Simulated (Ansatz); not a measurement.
## Molecular dynamics, with input and output: WHClF4 (part 4 of 4)

Continued. System: WHClF4. Method: RKS PBE0/def2-SVP (Ansatz 0.2.0). It belongs to a series of runs on one base structure; here: dynamics from the highest image of the converged band.

Geometry of the input (Å):
```
W  -0.2337  0.0000  -0.0416
H  1.0300  -0.0000  1.2237
F  1.8708  0.0000  0.4109
F  -0.2615  1.7928  0.3503
F  -2.0887  0.0000  0.0476
F  -0.2615  -1.7928  0.3504
Cl 0.7540  -0.0000  -2.0717
```

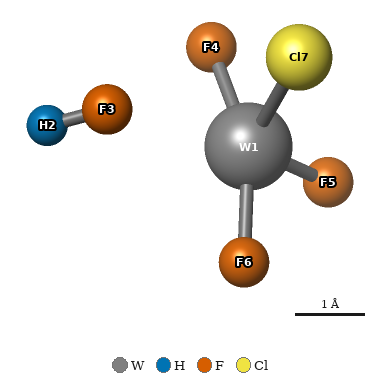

The geometry at step 126 of the log (ball-and-stick view, seen at a tilt; atoms are numbered from 1 in the order of the input).

Trajectory as extended XYZ, continued:
```
7
Properties=species:S:1:pos:R:3:forces:R:3 step=102 time_fs=51.0 energy=-25208.64602 temperature=358.4
W    -0.2747   -0.0160   -0.0256   -0.2519   0.9601  -1.0626
H     2.7946    0.0372    1.1326    0.5434   0.1173   1.1035
F     2.2481   -0.0398    0.4117   -0.8450  -0.1564  -1.1692
F    -0.2848    1.8181    0.2094    0.1104  -0.2177   0.2610
F    -2.1365    0.0090   -0.0240    0.0165   0.0300   0.3203
F    -0.3139   -1.7916    0.3910    0.3158  -0.5155   0.2041
Cl    0.7804    0.0840   -2.0604    0.1108  -0.2179   0.3429
7
Properties=species:S:1:pos:R:3:forces:R:3 step=104 time_fs=52.0 energy=-25208.65569 temperature=372.9
W    -0.2766   -0.0165   -0.0265   -0.2014   1.1091  -1.0636
H     2.7962    0.0380    1.1465    0.2795   0.0821   0.7649
F     2.2590   -0.0411    0.4108   -0.5935  -0.1199  -0.8261
F    -0.2831    1.8197    0.2102    0.1045  -0.2795   0.2475
F    -2.1372    0.0103   -0.0223   -0.0109   0.0254   0.3284
F    -0.3095   -1.7890    0.3926    0.3054  -0.5992   0.2195
Cl    0.7818    0.0844   -2.0578    0.1164  -0.2180   0.3293
7
Properties=species:S:1:pos:R:3:forces:R:3 step=107 time_fs=53.5 energy=-25208.66354 temperature=384.9
W    -0.2796   -0.0171   -0.0280   -0.1206   1.2966  -1.0546
H     2.8018    0.0404    1.1787   -0.4724  -0.0342  -0.3157
F     2.2750   -0.0432    0.4088    0.1351  -0.0014   0.2587
F    -0.2804    1.8218    0.2118    0.0943  -0.3621   0.2271
F    -2.1382    0.0122   -0.0194   -0.0532   0.0185   0.3404
F    -0.3025   -1.7856    0.3953    0.2897  -0.6999   0.2367
Cl    0.7840    0.0850   -2.0537    0.1270  -0.2174   0.3074
7
Properties=species:S:1:pos:R:3:forces:R:3 step=109 time_fs=54.5 energy=-25208.65851 temperature=377.6
W    -0.2816   -0.0175   -0.0291   -0.0722   1.3939  -1.0435
H     2.8011    0.0418    1.1979   -0.7675  -0.0882  -0.8079
F     2.2856   -0.0446    0.4076    0.4175   0.0542   0.7553
F    -0.2786    1.8230    0.2129    0.0878  -0.4104   0.2137
F    -2.1390    0.0135   -0.0172   -0.0795   0.0138   0.3481
F    -0.2976   -1.7838    0.3973    0.2799  -0.7470   0.2435
Cl    0.7855    0.0853   -2.0509    0.1341  -0.2164   0.2908
7
Properties=species:S:1:pos:R:3:forces:R:3 step=112 time_fs=56.0 energy=-25208.66802 temperature=392.1
W    -0.2846   -0.0179   -0.0308   -0.0175   1.4939  -1.0212
H     2.7865    0.0422    1.2125   -0.6482  -0.0792  -0.7198
F     2.3020   -0.0466    0.4064    0.2892   0.0478   0.6808
F    -0.2757    1.8244    0.2149    0.0793  -0.4716   0.1941
F    -2.1401    0.0154   -0.0137   -0.1130   0.0064   0.3592
F    -0.2900   -1.7819    0.4004    0.2670  -0.7832   0.2454
Cl    0.7878    0.0856   -2.0466    0.1431  -0.2142   0.2615
7
Properties=species:S:1:pos:R:3:forces:R:3 step=114 time_fs=57.0 energy=-25208.68102 temperature=411.9
W    -0.2866   -0.0181   -0.0320    0.0080   1.5280  -1.0025
H     2.7688    0.0416    1.2134   -0.2678  -0.0137  -0.1251
F     2.3131   -0.0480    0.4061   -0.0910  -0.0158   0.0995
F    -0.2738    1.8250    0.2163    0.0746  -0.5043   0.1816
F    -2.1410    0.0167   -0.0111   -0.1310   0.0014   0.3663
F    -0.2848   -1.7811    0.4027    0.2591  -0.7834   0.2409
Cl    0.7893    0.0858   -2.0436    0.1481  -0.2122   0.2392
7
Properties=species:S:1:pos:R:3:forces:R:3 step=116 time_fs=58.0 energy=-25208.68379 temperature=416.4
W    -0.2886   -0.0182   -0.0332    0.0296   1.5352  -0.9793
H     2.7485    0.0408    1.2133    0.1559   0.0707   0.6334
F     2.3242   -0.0493    0.4058   -0.5132  -0.0983  -0.6444
F    -0.2718    1.8254    0.2178    0.0699  -0.5296   0.1696
F    -2.1419    0.0181   -0.0084   -0.1462  -0.0036   0.3734
F    -0.2795   -1.7806    0.4050    0.2510  -0.7646   0.2316
Cl    0.7910    0.0859   -2.0406    0.1529  -0.2098   0.2157
7
Properties=species:S:1:pos:R:3:forces:R:3 step=119 time_fs=59.5 energy=-25208.68709 temperature=421.8
W    -0.2916   -0.0181   -0.0352    0.0660   1.4958  -0.9331
H     2.7214    0.0410    1.2255    0.3343   0.1157   1.0323
F     2.3403   -0.0515    0.4047   -0.6951  -0.1400  -1.0239
F    -0.2687    1.8254    0.2203    0.0619  -0.5518   0.1526
F    -2.1434    0.0200   -0.0038   -0.1652  -0.0111   0.3837
F    -0.2713   -1.7807    0.4088    0.2364  -0.7030   0.2086
Cl    0.7935    0.0859   -2.0359    0.1616  -0.2056   0.1799
7
Properties=species:S:1:pos:R:3:forces:R:3 step=121 time_fs=60.5 energy=-25208.70092 temperature=442.7
W    -0.2936   -0.0180   -0.0366    0.0954   1.4374  -0.8937
H     2.7071    0.0425    1.2455    0.0730   0.0516   0.4665
F     2.3506   -0.0530    0.4033   -0.4418  -0.0734  -0.4484
F    -0.2667    1.8251    0.2220    0.0555  -0.5557   0.1420
F    -2.1445    0.0213   -0.0006   -0.1752  -0.0161   0.3900
F    -0.2656   -1.7813    0.4115    0.2245  -0.6413   0.1876
Cl    0.7952    0.0858   -2.0327    0.1687  -0.2025   0.1560
7
Properties=species:S:1:pos:R:3:forces:R:3 step=124 time_fs=62.0 energy=-25208.70570 temperature=450.3
W    -0.2966   -0.0177   -0.0387    0.1372   1.3065  -0.8248
H     2.6860    0.0453    1.2810   -0.3605  -0.0856  -0.7257
F     2.3656   -0.0553    0.4010   -0.0221   0.0676   0.7568
F    -0.2635    1.8241    0.2247    0.0458  -0.5460   0.1276
F    -2.1464    0.0232    0.0047   -0.1843  -0.0235   0.3986
F    -0.2569   -1.7826    0.4157    0.2041  -0.5215   0.1483
Cl    0.7979    0.0857   -2.0278    0.1797  -0.1974   0.1192
7
Properties=species:S:1:pos:R:3:forces:R:3 step=126 time_fs=63.0 energy=-25208.70292 temperature=446.3
W    -0.2986   -0.0174   -0.0402    0.1555   1.1939  -0.7755
H     2.6682    0.0464    1.2978   -0.4460  -0.1335  -1.1300
F     2.3756   -0.0568    0.3999    0.0593   0.1179   1.1722
F    -0.2614    1.8230    0.2266    0.0401  -0.5299   0.1190
F    -2.1477    0.0245    0.0084   -0.1848  -0.0286   0.4035
F    -0.2510   -1.7839    0.4185    0.1896  -0.4260   0.1177
Cl    0.7997    0.0855   -2.0245    0.1863  -0.1937   0.0932
7
Properties=species:S:1:pos:R:3:forces:R:3 step=129 time_fs=64.5 energy=-25208.71798 temperature=469.3
W    -0.3016   -0.0169   -0.0425    0.1619   0.9939  -0.7007
H     2.6340    0.0457    1.3034   -0.2559  -0.0949  -0.7754
F     2.3907   -0.0589    0.3992   -0.1242   0.0827   0.8408
F    -0.2581    1.8210    0.2295    0.0335  -0.4923   0.1081
F    -2.1499    0.0264    0.0144   -0.1765  -0.0365   0.4101
F    -0.2420   -1.7861    0.4229    0.1672  -0.2652   0.0664
Cl    0.8026    0.0851   -2.0196    0.1940  -0.1876   0.0507
7
Properties=species:S:1:pos:R:3:forces:R:3 step=131 time_fs=65.5 energy=-25208.72790 temperature=484.3
W    -0.3035   -0.0165   -0.0441    0.1550   0.8439  -0.6510
H     2.6078    0.0440    1.2973   -0.0251  -0.0067  -0.0034
F     2.4006   -0.0603    0.3993   -0.3439  -0.0034   0.0878
F    -0.2559    1.8193    0.2316    0.0302  -0.4585   0.1020
F    -2.1515    0.0276    0.0187   -0.1656  -0.0418   0.4141
F    -0.2358   -1.7878    0.4259    0.1515  -0.1503   0.0296
Cl    0.8045    0.0848   -2.0163    0.1980  -0.1833   0.0210
7
Properties=species:S:1:pos:R:3:forces:R:3 step=133 time_fs=66.5 energy=-25208.72523 temperature=480.6
W    -0.3055   -0.0160   -0.0457    0.1451   0.6840  -0.6007
H     2.5813    0.0423    1.2912    0.1524   0.0856   0.8004
F     2.4104   -0.0617    0.3995   -0.5096  -0.0937  -0.6969
F    -0.2537    1.8174    0.2337    0.0271  -0.4175   0.0969
F    -2.1531    0.0288    0.0232   -0.1513  -0.0471   0.4176
F    -0.2296   -1.7896    0.4289    0.1346  -0.0325  -0.0086
Cl    0.8066    0.0844   -2.0129    0.2018  -0.1788  -0.0087
7
Properties=species:S:1:pos:R:3:forces:R:3 step=136 time_fs=68.0 energy=-25208.72542 temperature=481.0
W    -0.3084   -0.0152   -0.0482    0.1363   0.4318  -0.5210
H     2.5444    0.0413    1.2969    0.1537   0.0993   0.9331
F     2.4246   -0.0639    0.3991   -0.5005  -0.1044  -0.8061
F    -0.2504    1.8142    0.2369    0.0217  -0.3432   0.0910
F    -2.1557    0.0306    0.0303   -0.1250  -0.0549   0.4212
F    -0.2202   -1.7923    0.4334    0.1058   0.1437  -0.0669
Cl    0.8097    0.0838   -2.0079    0.2079  -0.1722  -0.0513
7
Properties=species:S:1:pos:R:3:forces:R:3 step=138 time_fs=69.0 energy=-25208.73217 temperature=491.0
W    -0.3104   -0.0147   -0.0499    0.1359   0.2596  -0.4645
H     2.5216    0.0418    1.3118    0.0626   0.0117   0.1969
F     2.4337   -0.0654    0.3983   -0.4083  -0.0147  -0.0587
F    -0.2482    1.8118    0.2391    0.0176  -0.2860   0.0882
F    -2.1576    0.0317    0.0353   -0.1046  -0.0601   0.4221
F    -0.2138   -1.7940    0.4364    0.0843   0.2574  -0.1055
Cl    0.8119    0.0833   -2.0046    0.2125  -0.1678  -0.0784
7
Properties=species:S:1:pos:R:3:forces:R:3 step=141 time_fs=70.5 energy=-25208.72177 temperature=475.3
W    -0.3132   -0.0138   -0.0524    0.1324   0.0032  -0.3789
H     2.4885    0.0424    1.3350    0.0176  -0.1255  -0.9536
F     2.4471   -0.0676    0.3971   -0.3620   0.1251   1.1057
F    -0.2448    1.8079    0.2425    0.0119  -0.1917   0.0853
F    -2.1604    0.0334    0.0432   -0.0695  -0.0678   0.4214
F    -0.2041   -1.7962    0.4407    0.0507   0.4180  -0.1618
Cl    0.8152    0.0825   -1.9997    0.2190  -0.1613  -0.1180
7
Properties=species:S:1:pos:R:3:forces:R:3 step=143 time_fs=71.5 energy=-25208.71401 temperature=463.5
W    -0.3152   -0.0132   -0.0542    0.1205  -0.1624  -0.3251
H     2.4667    0.0415    1.3407    0.0574  -0.1556  -1.1984
F     2.4557   -0.0691    0.3970   -0.3949   0.1566   1.3616
F    -0.2426    1.8053    0.2448    0.0091  -0.1251   0.0842
F    -2.1624    0.0344    0.0487   -0.0432  -0.0730   0.4201
F    -0.1977   -1.7975    0.4435    0.0285   0.5161  -0.1975
Cl    0.8175    0.0819   -1.9964    0.2227  -0.1568  -0.1448
7
Properties=species:S:1:pos:R:3:forces:R:3 step=146 time_fs=73.0 energy=-25208.72045 temperature=473.0
W    -0.3180   -0.0124   -0.0568    0.0837  -0.3964  -0.2535
H     2.4351    0.0376    1.3291    0.1157  -0.0837  -0.5668
F     2.4683   -0.0711    0.3981   -0.4295   0.0863   0.7523
F    -0.2392    1.8011    0.2484    0.0069  -0.0221   0.0835
F    -2.1653    0.0360    0.0575   -0.0007  -0.0805   0.4179
F    -0.1880   -1.7989    0.4475   -0.0032   0.6463  -0.2471
Cl    0.8211    0.0810   -1.9916    0.2271  -0.1499  -0.1862
7
Properties=species:S:1:pos:R:3:forces:R:3 step=148 time_fs=74.0 energy=-25208.71907 temperature=470.7
W    -0.3199   -0.0119   -0.0586    0.0513  -0.5395  -0.2115
H     2.4154    0.0338    1.3137    0.0944   0.0164   0.3061
F     2.4765   -0.0724    0.3993   -0.3869  -0.0131  -0.1037
F    -0.2370    1.7983    0.2508    0.0062   0.0468   0.0833
F    -2.1673    0.0369    0.0635    0.0290  -0.0853   0.4162
F    -0.1815   -1.7994    0.4500   -0.0234   0.7199  -0.2771
Cl    0.8236    0.0803   -1.9885    0.2294  -0.1452  -0.2133
```

Results in brief:

- outcome: finished
- mean temperature over the second half: 404 K
- trajectory: 148 steps, 74 fs
- ensemble: nve
- temperature in the input: 300.0 K
- time step: 0.5 fs
- potential energy (last step): −25208.7191 eV
- mean-field energy (last step): −25208.7191 eV
- largest force (length of the vector) (last step): 0.772 eV/Å
- wall time: 10 min (CPU time 20 min)
- peak memory: 0.27 GiB

Notes:

So short a trajectory is not equilibrated.
